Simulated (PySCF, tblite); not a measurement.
**C3H15BSi4: geometry, infrared bands and NMR shifts**

What infrared bands and NMR shifts should C3H15BSi4 (`CB(C)[Si@H]1C[SiH2][SiH2][SiH2]1`) show?

Computed with tblite 0.8.0 and PySCF 2.14.0, with density-fitted response routines of our own, on a single molecule in the gas phase. Atoms are numbered from 0 throughout.

## 1. The molecule as given

23 atoms, charge 0, multiplicity 1; geometry from: force field or distance geometry start.

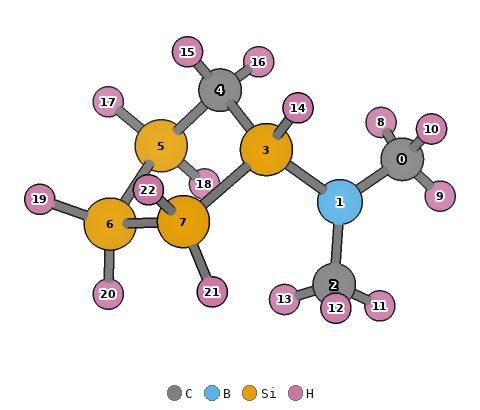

The starting geometry (carbon grey, boron blue, silicon amber, hydrogen pink), atoms numbered.

## 2. Optimising the geometry with GFN2-xTB

Job settings and geometry (Å):

```
{"job": {"kind": "relax", "xc": "GFN2-xTB", "basis": "xTB"}, "charge": 0, "multiplicity": 1}
C     -2.749500    -0.998300    -0.326800
B     -1.650700     0.124100    -0.113500
C     -1.652600     1.465400    -0.943600
Si    -0.221300    -0.203300     1.172600
C      0.778200    -1.694100     0.624000
Si     1.853900    -1.181100    -0.830900
Si     2.665400     0.840800    -0.326500
Si     1.223700     1.499100     1.229100
H     -2.271600    -1.936400    -0.670300
H     -3.499900    -0.667500    -1.082000
H     -3.288200    -1.187100     0.630000
H     -2.524400     1.478200    -1.647300
H     -1.751700     2.335300    -0.247600
H     -0.715300     1.550700    -1.529800
H     -0.800100    -0.435900     2.514800
H      1.428100    -2.021800     1.463400
H      0.108800    -2.520000     0.322400
H      2.940400    -2.155800    -1.046400
H      1.017100    -1.060700    -2.022500
H      4.016600     0.731300     0.262800
H      2.627600     1.727600    -1.492900
H      0.571600     2.768900     0.870200
H      1.889300     1.567600     2.546500
```

Launch:

```
$ OMP_NUM_THREADS=1 python probes_run.py task.json out
```

This one command runs all jobs of the session in turn.

Standard output:

```text
step      E/eV     max force
  0    -601.80616    1.887
  1    -602.00634    0.755
  2    -602.10929    0.536
  3    -602.16411    0.526
  4    -602.22446    0.424
  5    -602.26665    0.410
  6    -602.30715    0.392
  7    -602.33718    0.314
  8    -602.36272    0.274
  9    -602.38255    0.300
 10    -602.39679    0.268
 11    -602.40694    0.206
 12    -602.41303    0.141
 13    -602.41602    0.113
 14    -602.41811    0.091
 15    -602.42014    0.152
 16    -602.42215    0.160
 17    -602.42384    0.117
 18    -602.42508    0.077
 19    -602.42606    0.071
 20    -602.42690    0.064
 21    -602.42756    0.058
 22    -602.42811    0.067
 23    -602.42864    0.057
 24    -602.42915    0.059
 25    -602.42957    0.049
 26    -602.42992    0.045
 27    -602.43029    0.057
 28    -602.43074    0.070
 29    -602.43121    0.055
 30    -602.43154    0.037
 31    -602.43175    0.036
 32    -602.43193    0.047
 33    -602.43212    0.045
 34    -602.43231    0.036
 35    -602.43246    0.034
 36    -602.43259    0.039
 37    -602.43272    0.041
 38    -602.43286    0.031
 39    -602.43299    0.027
 40    -602.43310    0.025
 41    -602.43319    0.022
 42    -602.43330    0.025
 43    -602.43344    0.030
 44    -602.43360    0.032
 45    -602.43378    0.032
 46    -602.43396    0.030
 47    -602.43415    0.034
 48    -602.43437    0.049
 49    -602.43457    0.043
 50    -602.43472    0.028
 51    -602.43482    0.024
 52    -602.43494    0.032
 53    -602.43511    0.047
 54    -602.43534    0.052
 55    -602.43560    0.040
 56    -602.43583    0.035
 57    -602.43603    0.036
 58    -602.43623    0.041
 59    -602.43642    0.043
 60    -602.43664    0.041
 61    -602.43690    0.047
 62    -602.43726    0.060
 63    -602.43766    0.056
 64    -602.43798    0.046
 65    -602.43818    0.029
 66    -602.43832    0.024
 67    -602.43847    0.031
 68    -602.43867    0.042
 69    -602.43890    0.040
 70    -602.43912    0.028
 71    -602.43932    0.027
 72    -602.43947    0.032
 73    -602.43963    0.043
 74    -602.43982    0.041
 75    -602.44005    0.038
 76    -602.44027    0.041
 77    -602.44051    0.043
 78    -602.44076    0.038
 79    -602.44118    0.035
 80    -602.44142    0.045
 81    -602.44185    0.045
 82    -602.44214    0.045
 83    -602.44246    0.045
 84    -602.44282    0.041
 85    -602.44323    0.052
 86    -602.44367    0.105
 87    -602.44419    0.062
 88    -602.44506    0.051
 89    -602.44613    0.064
 90    -602.44669    0.054
 91    -602.44734    0.049
 92    -602.44788    0.048
 93    -602.44864    0.069
 94    -602.44944    0.067
 95    -602.45007    0.040
 96    -602.45041    0.037
 97    -602.45068    0.034
 98    -602.45100    0.039
 99    -602.45143    0.040
100    -602.45188    0.047
101    -602.45235    0.053
102    -602.45283    0.059
103    -602.45329    0.057
104    -602.45368    0.048
105    -602.45402    0.039
106    -602.45436    0.044
107    -602.45449    0.080
108    -602.45503    0.048
109    -602.45534    0.040
110    -602.45576    0.029
111    -602.45592    0.029
112    -602.45614    0.030
113    -602.45629    0.026
114    -602.45644    0.027
115    -602.45656    0.028
116    -602.45682    0.045
117    -602.45723    0.057
118    -602.45779    0.055
119    -602.45826    0.042
120    -602.45855    0.034
121    -602.45873    0.034
122    -602.45891    0.030
123    -602.45916    0.040
124    -602.45945    0.049
125    -602.45981    0.056
126    -602.46026    0.054
127    -602.46084    0.064
128    -602.46159    0.090
129    -602.46244    0.087
130    -602.46304    0.059
131    -602.46337    0.041
132    -602.46364    0.056
133    -602.46394    0.048
134    -602.46466    0.048
135    -602.46504    0.050
136    -602.46560    0.045
137    -602.46598    0.040
138    -602.46631    0.039
139    -602.46657    0.048
140    -602.46686    0.047
141    -602.46725    0.043
142    -602.46757    0.036
143    -602.46781    0.028
144    -602.46799    0.027
145    -602.46814    0.029
146    -602.46830    0.029
147    -602.46850    0.027
148    -602.46874    0.039
149    -602.46901    0.045
150    -602.46928    0.041
151    -602.46959    0.032
152    -602.46993    0.039
153    -602.47029    0.041
154    -602.47065    0.042
155    -602.47086    0.052
156    -602.47119    0.050
157    -602.47148    0.035
158    -602.47227    0.038
159    -602.47266    0.050
160    -602.47339    0.062
161    -602.47401    0.053
162    -602.47477    0.058
163    -602.47563    0.083
164    -602.47592    0.103
165    -602.47733    0.074
166    -602.47820    0.061
167    -602.47943    0.052
168    -602.48011    0.054
169    -602.48113    0.060
170    -602.48205    0.056
171    -602.48296    0.063
172    -602.48395    0.068
173    -602.48526    0.082
174    -602.48628    0.086
175    -602.48647    0.102
176    -602.48785    0.064
177    -602.48848    0.054
178    -602.48935    0.071
179    -602.49009    0.053
180    -602.49067    0.041
181    -602.49109    0.043
182    -602.49147    0.043
183    -602.49187    0.057
184    -602.49231    0.057
185    -602.49278    0.042
186    -602.49316    0.067
187    -602.49360    0.040
188    -602.49398    0.031
189    -602.49443    0.039
190    -602.49467    0.038
191    -602.49492    0.025
192    -602.49510    0.028
193    -602.49527    0.025
194    -602.49549    0.036
195    -602.49575    0.040
196    -602.49599    0.030
197    -602.49618    0.019
198    -602.49630    0.018
199    -602.49639    0.018
200    -602.49649    0.020
201    -602.49662    0.026
202    -602.49680    0.034
203    -602.49702    0.031
204    -602.49721    0.039
205    -602.49740    0.030
206    -602.49761    0.027
207    -602.49781    0.035
208    -602.49808    0.043
209    -602.49849    0.053
210    -602.49894    0.053
211    -602.49928    0.033
212    -602.49947    0.032
213    -602.49961    0.032
214    -602.49970    0.036
215    -602.49987    0.031
216    -602.50001    0.023
217    -602.50020    0.038
218    -602.50037    0.045
219    -602.50062    0.044
220    -602.50088    0.044
221    -602.50117    0.035
222    -602.50137    0.026
223    -602.50156    0.025
224    -602.50175    0.025
225    -602.50193    0.031
226    -602.50207    0.036
227    -602.50220    0.031
228    -602.50233    0.027
229    -602.50244    0.018
230    -602.50252    0.017
231    -602.50260    0.024
232    -602.50269    0.024
233    -602.50281    0.019
234    -602.50293    0.020
235    -602.50302    0.021
236    -602.50308    0.013
237    -602.50312    0.013
238    -602.50314    0.012
239    -602.50317    0.012
240    -602.50319    0.010
```

Wall time 3.1 s (1 thread of Arm Neoverse V1, shared host); peak memory 0.18 GiB.

Step by step: (not every step is listed)

| step | energy from step 0 (eV) | largest force (eV/Å) |
| --- | --- | --- |
| 0 | 0.0000 | 1.8866 |
| 1 | -0.2002 | 0.7549 |
| 2 | -0.3031 | 0.5355 |
| 3 | -0.3580 | 0.5265 |
| 4 | -0.4183 | 0.4237 |
| 5 | -0.4605 | 0.4098 |
| 6 | -0.5010 | 0.3918 |
| 7 | -0.5310 | 0.3137 |
| 8 | -0.5566 | 0.2737 |
| 30 | -0.6254 | 0.0371 |
| 52 | -0.6288 | 0.0324 |
| 74 | -0.6337 | 0.0411 |
| 96 | -0.6443 | 0.0370 |
| 118 | -0.6516 | 0.0554 |
| 140 | -0.6607 | 0.0473 |
| 162 | -0.6686 | 0.0577 |
| 184 | -0.6861 | 0.0573 |
| 206 | -0.6915 | 0.0269 |
| 228 | -0.6962 | 0.0271 |
| 235 | -0.6969 | 0.0206 |
| 236 | -0.6969 | 0.0132 |
| 237 | -0.6970 | 0.0128 |
| 238 | -0.6970 | 0.0122 |
| 239 | -0.6970 | 0.0117 |
| 240 | -0.6970 | 0.0099 |

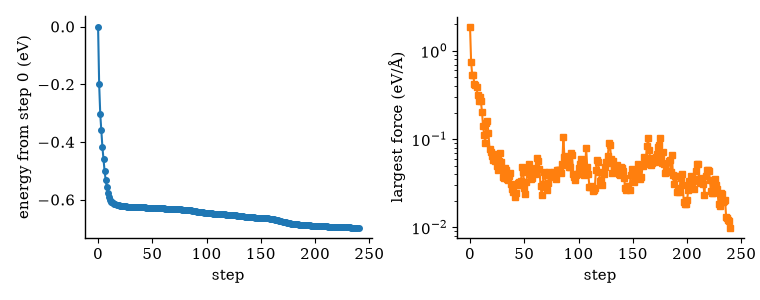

Energy and force, step by step.

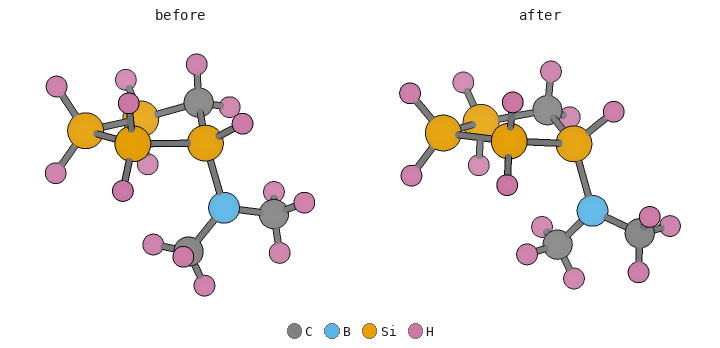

The geometry before (left) and after (right).

Close pairs (by a distance rule), those that changed most:

| bond | before (Å) | after (Å) | change (Å) |
| --- | --- | --- | --- |
| Si3–Si7 | 2.234 | 2.354 | +0.121 |
| Si6–Si7 | 2.221 | 2.331 | +0.110 |
| Si5–Si6 | 2.236 | 2.321 | +0.085 |
| Si3–C4 | 1.877 | 1.934 | +0.057 |
| C2–H11 | 1.120 | 1.089 | -0.031 |
| C4–Si5 | 1.881 | 1.912 | +0.031 |
| C2–H12 | 1.118 | 1.093 | -0.026 |
| C0–H9 | 1.115 | 1.089 | -0.026 |

The end geometry stands in the next job.

## 3. Vibrational analysis with GFN2-xTB

Job settings and geometry (Å):

```
{"job": {"kind": "ir", "xc": "GFN2-xTB", "basis": "xTB"}, "charge": 0, "multiplicity": 1}
C     -3.256339    -0.009717     0.413912
B     -1.785215    -0.077884    -0.148590
C     -1.509566     0.401334    -1.625797
Si    -0.289586    -0.598427     0.994659
C      1.025745    -1.719894     0.127805
Si     2.302554    -0.853897    -1.001536
Si     2.707452     1.189260     0.022491
Si     0.982213     1.292385     1.586147
H     -3.711428    -0.995993     0.298893
H     -3.907244     0.689066    -0.109966
H     -3.303265     0.214914     1.478542
H     -2.398177     0.465113    -2.252133
H     -1.084544     1.407093    -1.583396
H     -0.773322    -0.208321    -2.147949
H     -0.659724    -1.363324     2.213092
H      1.581136    -2.234704     0.913411
H      0.522018    -2.507359    -0.432305
H      3.456711    -1.749667    -1.170569
H      1.723727    -0.736970    -2.350112
H      4.059908     1.286698     0.589804
H      2.673312     2.301578    -0.939890
H      0.189933     2.531099     1.499522
H      1.448950     1.304603     2.979558
```

Standard output:

```text
mode    cm-1     km/mol
  1      24.5      0.00
  2      30.8      0.02
  3      55.1      1.11
  4      64.6      0.05
  5      81.0      2.24
  6     104.3      0.82
  7     122.0      0.62
  8     171.0      0.23
  9     212.2      1.46
 10     273.9      6.02
 11     291.6      5.30
 12     309.5     29.72
 13     325.0      3.65
 14     343.6      6.95
 15     390.7     10.77
 16     396.3     14.27
 17     419.5     29.25
 18     453.4     13.76
 19     477.8      1.39
 20     502.9    177.55
 21     511.0      4.59
 22     526.3     33.88
 23     555.6      3.33
 24     571.8    136.61
 25     599.5     25.53
 26     606.8    164.94
 27     631.6    209.45
 28     687.6     19.43
 29     697.7    235.62
 30     724.0    343.07
 31     782.9     60.75
 32     819.7    115.95
 33     827.3    136.81
 34     835.1    302.66
 35     841.7      1.10
 36     853.9    187.74
 37     877.0      4.77
 38    1017.5      6.75
 39    1108.8    124.34
 40    1117.1     98.39
 41    1126.5     12.41
 42    1385.1     39.17
 43    1391.3     11.48
 44    1473.6      0.29
 45    1480.9      4.30
 46    1484.0      4.32
 47    1496.7      3.59
 48    1500.8      0.10
 49    2054.1    359.43
 50    2137.5    150.31
 51    2149.1     47.37
 52    2159.1    234.35
 53    2172.7    207.22
 54    2178.3    935.57
 55    2181.1    335.74
 56    2958.6     36.91
 57    2972.0     14.73
 58    2976.5     13.98
 59    2978.3     25.30
 60    3008.3     10.01
 61    3013.3     82.83
 62    3017.5     15.30
 63    3019.7     24.71
```

Wall time 1.6 s (1 thread of Arm Neoverse V1, shared host); peak memory 0.18 GiB.

Which atoms move in the most intense modes:

| cm⁻¹ | km/mol | atoms |
| --- | --- | --- |
| 632 | 209.4 | H14 21 %, H17 18 %, H15 11 %, H16 11 % |
| 698 | 235.6 | C4 20 %, H18 16 %, H14 15 %, H15 15 % |
| 724 | 343.1 | H14 22 %, C4 19 %, H17 17 %, Si3 16 % |
| 835 | 302.7 | H21 16 %, H22 15 %, B1 11 % |
| 2054 | 359.4 | H14 96 % |
| 2159 | 234.3 | H20 37 %, H18 31 %, H22 19 % |
| 2178 | 935.6 | H19 41 %, H22 31 %, H18 19 % |
| 2181 | 335.7 | H17 76 %, H18 13 % |

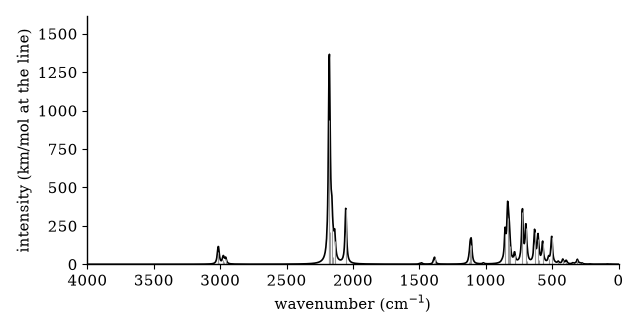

The infrared spectrum from these modes, unscaled. Lines are broadened to a width of 14 cm⁻¹ (Lorentzian).

## 4. Shielding tensors: PBE0/pcSseg-1

The job, as its differences from that of step 3:

```diff
@@ -1,2 +1,2 @@
-{"job": {"kind": "ir", "xc": "GFN2-xTB", "basis": "xTB"}, "charge": 0, "multiplicity": 1}
+{"job": {"kind": "nmr", "xc": "PBE0", "basis": "pcSseg-1"}, "charge": 0, "multiplicity": 1}
 C     -3.256339    -0.009717     0.413912
```

With the program's defaults for keys left out, this is: GIAO PBE0/pcSseg-1 NMR shielding, non-relativistic, gas phase.

Standard output:

```text
coarse grid: 20144 points
cycle   1  E = -1305.3302587385  dE =  2.854e-01  |g| = 5.208e-01  |ddm| = 4.267e+00
cycle   2  E = -1305.3042183121  dE =  2.604e-02  |g| = 5.970e-01  |ddm| = 1.014e+00
cycle   3  E = -1305.4008260725  dE = -9.661e-02  |g| = 5.422e-02  |ddm| = 6.400e-01
cycle   4  E = -1305.4015110704  dE = -6.850e-04  |g| = 2.835e-02  |ddm| = 1.118e-01
cycle   5  E = -1305.4017349490  dE = -2.239e-04  |g| = 4.231e-03  |ddm| = 3.686e-02
cycle   6  E = -1305.4017398743  dE = -4.925e-06  |g| = 1.262e-03  |ddm| = 8.602e-03
final grid: 173120 points
cycle   7  E = -1305.4430655320  dE = -3.260e-05  |g| = 7.993e-03  |ddm| = 3.067e-02
cycle   8  E = -1305.4430586848  dE =  6.847e-06  |g| = 9.326e-03  |ddm| = 1.745e-02
cycle   9  E = -1305.4430823424  dE = -2.366e-05  |g| = 5.619e-04  |ddm| = 1.009e-02
cycle  10  E = -1305.4430824115  dE = -6.908e-08  |g| = 2.442e-04  |ddm| = 1.070e-03
cycle  11  E = -1305.4430824276  dE = -1.610e-08  |g| = 3.475e-05  |ddm| = 2.888e-04
cycle  12  E = -1305.4430824279  dE = -2.649e-10  |g| = 1.426e-05  |ddm| = 7.291e-05
converged SCF energy = -1305.4430824279

GIAO shielding tensors (ppm)
atom      isotropic    diamagn.    paramagn.     s11        s22        s33       span
  0 C      163.210     252.192     -88.981    137.523    169.926    182.182     44.659
  1 B       -8.732     194.473    -203.205    -92.225    -63.617    129.648    221.873
  2 C      164.205     255.118     -90.913    138.264    173.048    181.304     43.039
  3 Si     419.500     882.671    -463.170    383.733    391.827    482.941     99.208
  4 C      195.976     257.037     -61.060    189.668    191.732    206.529     16.860
  5 Si     411.897     880.162    -468.265    357.399    405.202    473.091    115.692
  6 Si     473.422     881.280    -407.858    452.206    463.938    504.123     51.917
  7 Si     468.272     881.977    -413.705    446.776    455.329    502.709     55.933
  8 H       30.651      29.143       1.509     26.862     28.980     36.112      9.249
  9 H       30.220      29.934       0.286     26.741     28.967     34.951      8.210
 10 H       29.857      30.903      -1.046     25.950     30.222     33.398      7.447
 11 H       30.182      30.831      -0.649     26.132     28.748     35.667      9.535
 12 H       31.032      32.778      -1.746     26.031     32.149     34.917      8.886
 13 H       29.999      33.661      -3.662     24.479     31.142     34.377      9.899
 14 H       27.329      31.607      -4.278     23.275     25.234     33.479     10.204
 15 H       31.871      31.670       0.201     25.645     29.211     40.757     15.113
 16 H       31.293      32.254      -0.961     25.485     28.530     39.865     14.381
 17 H       27.286      28.853      -1.567     23.060     24.794     34.004     10.945
 18 H       27.509      29.755      -2.246     23.932     25.586     33.009      9.077
 19 H       28.229      29.391      -1.162     24.196     25.117     35.373     11.177
 20 H       28.304      29.638      -1.334     24.932     25.073     34.907      9.975
 21 H       28.525      30.349      -1.824     24.786     26.163     34.627      9.841
 22 H       28.223      30.250      -2.027     24.001     25.248     35.420     11.419
```

Wall time 62 s (1 thread of Arm Neoverse V1, shared host); peak memory 1.1 GiB.

Shifts follow as δ = σ(reference) − σ, with reference shieldings (ppm) from runs at the same level and on the same kind of geometry: 1H TMS 31.72, 13C TMS 186.9, 29Si TMS 349.2, 11B BF3·OEt2 100.1. The references are single molecules in the gas phase. Atoms listed in one row are averaged.

| atoms | environment | σ (ppm) | δ (ppm) | δ scaled to CDCl3 |
| --- | --- | --- | --- | --- |
| C0, C2 | methyl carbon bonded to B | 163.7 | 23.2 | 20.7 |
| C4 | sp3 CH2 bonded to 2 Si | 196.0 | -9.1 | -10.7 |
| H17 | hydrogen on a silicon bonded to C, Si, in a 5-membered ring | 27.29 | 4.43 | – |
| H14 | hydrogen on a silicon bonded to C, B, Si, in a 5-membered ring | 27.33 | 4.39 | – |
| H18 | hydrogen on a silicon bonded to C, Si, in a 5-membered ring | 27.51 | 4.21 | – |
| H22 | hydrogen on a silicon bonded to 2 Si, in a 5-membered ring | 28.22 | 3.49 | – |
| H19 | hydrogen on a silicon bonded to 2 Si, in a 5-membered ring | 28.23 | 3.49 | – |
| H20 | hydrogen on a silicon bonded to 2 Si, in a 5-membered ring | 28.30 | 3.41 | – |
| H21 | hydrogen on a silicon bonded to 2 Si, in a 5-membered ring | 28.53 | 3.19 | – |
| H8, H9, H10, H11, H12, H13 | hydrogen on a methyl carbon bonded to B | 30.32 | 1.39 | 1.42 |
| H16 | hydrogen on an sp3 CH2 bonded to 2 Si | 31.29 | 0.42 | 0.50 |
| H15 | hydrogen on an sp3 CH2 bonded to 2 Si | 31.87 | -0.15 | -0.04 |
| B1 | boron bonded to 2 C, Si | -8.7 | 108.8 | – |
| Si5 | silicon bonded to C, Si, 2 H, in a 5-membered ring | 411.9 | -62.7 | – |
| Si3 | silicon bonded to C, B, Si, H, in a 5-membered ring | 419.5 | -70.3 | – |
| Si7 | silicon bonded to 2 Si, 2 H, in a 5-membered ring | 468.3 | -119.1 | – |
| Si6 | silicon bonded to 2 Si, 2 H, in a 5-membered ring | 473.4 | -124.3 | – |

The scaled column applies a straight-line fit of computed shieldings to shifts measured in CDCl3 (root-mean-square error 0.16 ppm for H, 1.9 ppm for C).

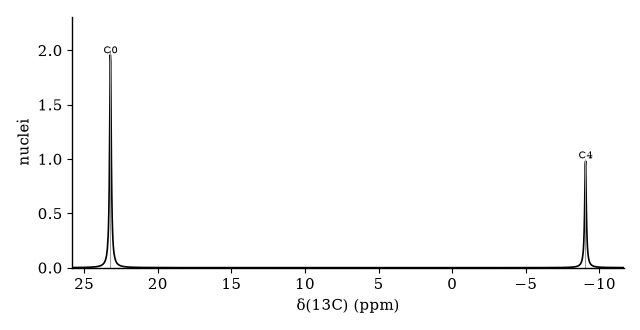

13C lines at the computed shifts, without couplings. Lines are broadened to a width of 0.13 ppm (Lorentzian).

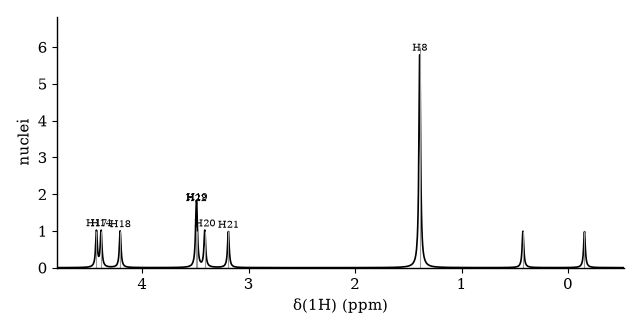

1H lines at the computed shifts, without couplings. Lines are broadened to a width of 0.02 ppm (Lorentzian).

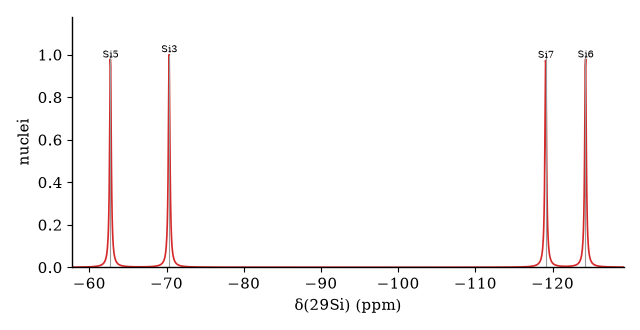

29Si lines at the computed shifts, without couplings. Lines are broadened to a width of 0.25 ppm (Lorentzian).

Charges from the same density, by scheme (e):

| atoms | Mulliken | IAO | Hirshfeld | ESP fit |
| --- | --- | --- | --- | --- |
| C0, C2 | -0.51 | -0.56 | -0.19 | -0.71 |
| B1 | 0.19 | 0.09 | 0.13 | 0.65 |
| Si3 | 0.21 | 0.45 | 0.19 | 0.02 |
| C4 | -0.82 | -0.79 | -0.25 | -0.40 |
| Si5 | 0.37 | 0.46 | 0.24 | 0.31 |
| Si6 | -0.01 | 0.13 | 0.14 | 0.07 |
| Si7 | 0.07 | 0.15 | 0.14 | 0.18 |

Mulliken charges:

C0 -0.50; B1 0.19; C2 -0.51; Si3 0.21; C4 -0.82; Si5 0.37; Si6 -0.01; Si7 0.07; H8 0.14; H9 0.12; H10 0.13; H11 0.13; H12 0.15; H13 0.15; H14 -0.01; H15 0.17; H16 0.17; H17 -0.04; H18 -0.05; H19 -0.01; H20 -0.02; H21 -0.02; H22 -0.01

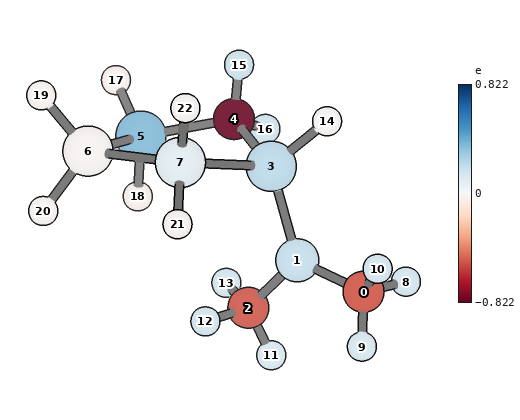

Mulliken charges, as colours on the atoms.

Mayer bond orders: C0–B1 1.07, B1–C2 1.06, B1–Si3 0.88, Si3–C4 0.92, C4–Si5 0.90, Si5–Si6 0.87, Si6–Si7 0.84, Si7–Si3 0.91.

Ring of atoms Si3, C4, Si5, Si6, Si7: NICS(0) -2.7, NICS(1) -2.8, NICS(1)zz -0.8 ppm (means of both faces).

## 5. Outcome

| quantity | value |
| --- | --- |
| strongest single infrared mode (GFN2-xTB) | 2178 cm⁻¹, 936 km/mol |
| zero-point energy (GFN2-xTB) | 100.9 kcal/mol |
| 13C shifts against TMS (PBE0/pcSseg-1, means over atoms taken as alike) | 23.2, -9.1 ppm |
| 1H shifts against TMS (PBE0/pcSseg-1, means over atoms taken as alike) | 4.43, 4.39, 4.21, 3.49, 3.49, 3.41, 3.19, 1.39, 0.42, -0.15 ppm |
| 11B shifts against BF3·OEt2 (PBE0/pcSseg-1) | 108.8 ppm |
| 29Si shifts against TMS (PBE0/pcSseg-1) | -62.7, -70.3, -119.1, -124.3 ppm |

Over 240 steps the energy fell by 0.697 eV; of the close pairs, Si3–Si7 changed most, 2.234 to 2.354 Å. No mode is imaginary among the 63: a minimum at this level. Unscaled tight-binding wavenumbers are off by several per cent, some by more. Its intensities can rank the bands wrongly. At PBE0/pcSseg-1: Shielding is most anisotropic at B1 (span 222 ppm, paramagnetic term -203 ppm).
